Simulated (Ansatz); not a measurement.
**[AlH4]− (SMILES [AlH4-]) at 6 levels**

We compute a comparison of 6 runs (UHF/3-21G, BHLYP/6-31G, PBE0/3-21G, UPBE0/6-31G, UMP2/3-21G, BCCD(T)/6-31G) of [AlH4]−. 

The results are computed with Ansatz 0.2.0.

2 further runs of the same task are left out: 2 set aside as unsound or not needed.

## 1. Starting point

The species is [AlH4]− (5 atoms), meant as a singlet with charge -1. SMILES: `[AlH4-]`. The H2–Al1 distance was set to 2.034 Å, away from the relaxed value.

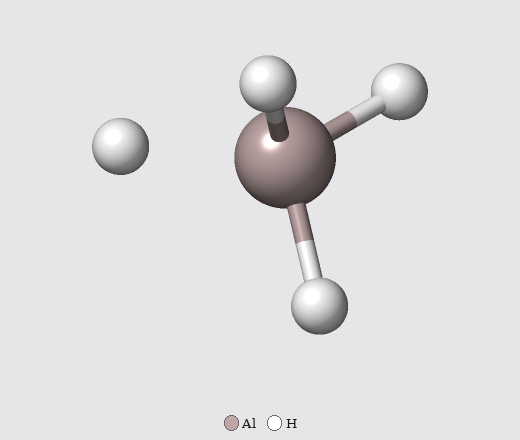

Viewed from a chosen angle; aluminium light grey, hydrogen white.

## 2. The energy at UHF/3-21G (run 1)

input.yaml reads:

```yaml
crystal:
  periodic: [false, false, false]
  atoms:
    - {symbol: Al, position_ang: [-0.360868, 0.126130, -0.140439]}
    - {symbol: H, position_ang: [1.443510, -0.504270, 0.556410]}
    - {symbol: H, position_ang: [-1.543818, -0.478430, 0.799771]}
    - {symbol: H, position_ang: [-0.564688, -0.391060, -1.670069]}
    - {symbol: H, position_ang: [-0.417518, 1.751920, -0.103109]}
basis:
  gaussian: {orbitals: 3-21G.json}
total_charge: -1
magnetization: {spin_polarized: true}
hamiltonian: {xc: hf}
accuracy: high
```

The basis set 3-21G is read from a file made from the Basis Set Exchange's data (not shown).

On the command line:

```
ansatz run input.yaml --threads 1 --pin off --max-ram 2610MiB --events-out events.jsonl --progress --plain --runs-dir runs
```

What it wrote:

```text
Warning: RAYON_NUM_THREADS=1 ignored (pool sized by the plan → 1); use --threads N
Functional definition: HF
  name "HF"
  exchange = exact_x
  correlation = 0
422 factors; integrals over basis functions are off by at most 3.0e-9 eV
mean field evaluation 1: about -6608.1725 eV, gradient 5.5e0 eV
mean field evaluation 2: about -6608.1751 eV, gradient 5.5e0 eV
mean field evaluation 4: about -6608.5562 eV, gradient 1.9e-1 eV
mean field evaluation 8: about -6608.5571 eV, gradient 3.1e-5 eV
mean field -6608.55707805 eV, -242.8599931773 hartree, gradient 9.5e-8 eV, S^2 0.000000; 0 other end points of the search recorded, 0 dependent functions left out
reference -6608.55707805 eV, -242.8599931773 hartree; 9, 9 occupied and 12, 12 virtual orbitals, 422 factors
Total energy: -6608.55707805 eV, -242.8599931773 hartree
```

It took 0.12 s on 1 thread of Arm Neoverse V1, shared host.

## 3. A single-point energy at BHLYP/6-31G (run 2)

run.yaml reads:

```yaml
crystal:
  periodic: [false, false, false]
  atoms:
    - {symbol: Al, position_ang: [-0.360868, 0.126130, -0.140439]}
    - {symbol: H, position_ang: [1.443510, -0.504270, 0.556410]}
    - {symbol: H, position_ang: [-1.543818, -0.478430, 0.799771]}
    - {symbol: H, position_ang: [-0.564688, -0.391060, -1.670069]}
    - {symbol: H, position_ang: [-0.417518, 1.751920, -0.103109]}
basis:
  gaussian:
    orbitals: 6-31G
total_charge: -1
hamiltonian:
  xc: {name: BHLYP}
accuracy: high
```

On the command line:

```
ansatz run run.yaml --threads 1 --pin off --max-ram 2610MiB --events-out events.jsonl --progress --plain --runs-dir runs
```

What it wrote:

```text
Warning: RAYON_NUM_THREADS=1 ignored (pool sized by the plan → 1); use --threads N
Functional definition: BHLYP
  name "BHLYP"
  parameter a = 0.5
  exchange = (1 - a)*b88_x + a*exact_x
  correlation = lyp_c
482 factors; integrals over basis functions are off by at most 2.8e-9 eV
mean field evaluation 1: about -6660.4121 eV, gradient 6.4e0 eV
mean field evaluation 2: about -6660.6268 eV, gradient 1.9e0 eV
mean field evaluation 4: about -6660.6449 eV, gradient 2.8e-1 eV
mean field evaluation 8: about -6660.6490 eV, gradient 2.0e-3 eV
mean field evaluation 16: about -6660.6490 eV, gradient 2.0e-8 eV
mean field -6660.64898916 eV, -244.7743356015 hartree, gradient 2.0e-8 eV, S^2 0.000000; 0 other end points of the search recorded, 0 dependent functions left out
reference -6660.64901530 eV, -244.7743365621 hartree; 9, 9 occupied and 12, 12 virtual orbitals, 482 factors
Total energy: -6660.64901530 eV, -244.7743365621 hartree
```

It took 1.1 s on 1 thread of Arm Neoverse V1, shared host.

Runs 3 to 5 aren't shown in full; the table further down has their settings and results.

## 4. A single-point energy at BCCD(T)/6-31G (run 6)

input.yaml: that of step 2 with these lines changed.

```diff
@@ -9,6 +9,10 @@
 basis:
-  gaussian: {orbitals: 3-21G.json}
+  gaussian:
+    orbitals: 6-31G
+accuracy: high
+correlation:
+  method: bccd_t
+  frozen_orbitals: {Al: 5, H: 0}
+scf:
+  omitted_lower_state_checks: [cluster_reference, increment]
 total_charge: -1
-magnetization: {spin_polarized: true}
-hamiltonian: {xc: hf}
-accuracy: high
```

On the command line:

```
ansatz run input.yaml --threads 1 --pin off --max-ram 2610MiB --events-out events.jsonl --progress --plain --runs-dir runs
```

What it wrote (excerpt; [...] marks lines left out):

```text
Warning: RAYON_NUM_THREADS=1 ignored (pool sized by the plan → 1); use --threads N
[... 2 set-up lines as earlier in the session ...]
[...]
482 factors; integrals over basis functions are off by at most 2.8e-9 eV
[...]
mean field -6644.15229687 eV, -244.1680933418 hartree, gradient 1.1e-8 eV, S^2 0.000000; 0 other end points of the search recorded, 0 dependent functions left out
5 core orbitals not correlated: weight in the atoms' cores, before any rotation towards them, 1.000 or more for the frozen orbitals, at most 0.000 for the correlated occupied ones
reference -6644.15229687 eV, -244.1680933418 hartree; 4, 4 occupied and 12, 12 virtual orbitals, 482 factors
second order -1.49439207 eV of doubles, -0.00000000 eV of singles
cycle   1  -1.90703769 eV  change   -4.1e-1 eV  update   5.9e-2
[...]
cycle  19  -2.12964615 eV  change  -1.5e-10 eV  update  1.4e-10
perturbative correction -0.02686532 eV, -0.0009872822 hartree
Total energy: -6646.30880834 eV, -244.2473436767 hartree
Checks for a lower state left out: cluster_reference, increment
```

It took 0.28 s on 1 thread of Arm Neoverse V1, shared host.

## 5. Overview of the runs

| run | level | frozen core orbitals | energy (Eh) | wall time |
| --- | --- | --- | --- | --- |
| 1 | UHF/3-21G | – | -242.859993 | 0.12 s |
| 2 | BHLYP/6-31G | – | -244.774337 | 1.1 s |
| 3 | PBE0/3-21G | – | -243.336240 | 0.87 s |
| 4 | UPBE0/6-31G | – | -244.660568 | 2.1 s |
| 5 | UMP2/3-21G | 5 | -242.914737 | 0.12 s |
| 6 | BCCD(T)/6-31G | 5 | -244.247344 | 0.28 s |

## 6. What came out

| quantity | value |
| --- | --- |
| run 6: total energy | -244.24734 Eh |
| run 6: correlation energy (5 core orbitals frozen) | -79.3 mEh |
| run 6: (T) correction | -0.99 mEh |

What this shows: Totals of different functionals can't be ranked against each other. All runs together took 4.6 s, the longest 2.1 s.
